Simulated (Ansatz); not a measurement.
A relaxed structure of PbSe. Space group Fm-3m (No. 225), rock salt type. All values below come from PBEsol (plane waves to 420 eV, PAW, scalar-relativistic; Ansatz, an electronic-structure program).

```cif
data_PbSe
_chemical_formula_sum 'Pb1 Se1'
_space_group_name_H-M_alt 'P 1'
_space_group_IT_number 1
_cell_length_a 4.31449
_cell_length_b 4.31449
_cell_length_c 4.31449
_cell_angle_alpha 60.000
_cell_angle_beta 60.000
_cell_angle_gamma 60.000
loop_
_space_group_symop_operation_xyz
  'x, y, z'
loop_
_atom_site_label
_atom_site_type_symbol
_atom_site_fract_x
_atom_site_fract_y
_atom_site_fract_z
_atom_site_occupancy
Pb1 Pb 0.00000 0.00000 0.00000 1
Se1 Se 0.50000 0.50000 0.50000 1
```

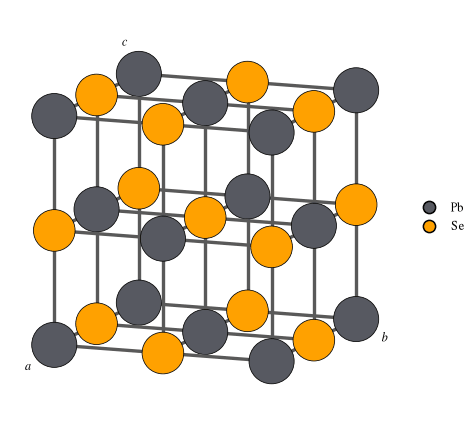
Figure: The conventional cell of the relaxed structure

For PbSe, the volume per atom is 28.40 Å³ and the density comes out as 8.37 g/cm³. The band gap is 0.17 eV, direct at L (no spin-orbit coupling), the shortest distances is Pb–Se 3.05 Å and the k-mesh is 9×9×9.

Band energies at high-symmetry points (eV from the VBM; labels of this space group; no spin-orbit coupling), from −5 eV up to 1.3 eV:

```csv
point,energies
Γ,-1.93 -1.93 -1.93
X,-3.32 -3.32
U,-4.70 -2.80 -2.47
K,-4.70 -2.80 -2.47
L,-1.51 -1.51 0.00 0.17
W,-4.34 -4.34 -0.81
```

No spin polarisation in the result. Spin-orbit coupling is missing; with elements this heavy it can move band edges by tenths of an eV or more.

The run could not lose the symmetry of its start; a randomly shaken copy of 4 atoms returns to this structure.
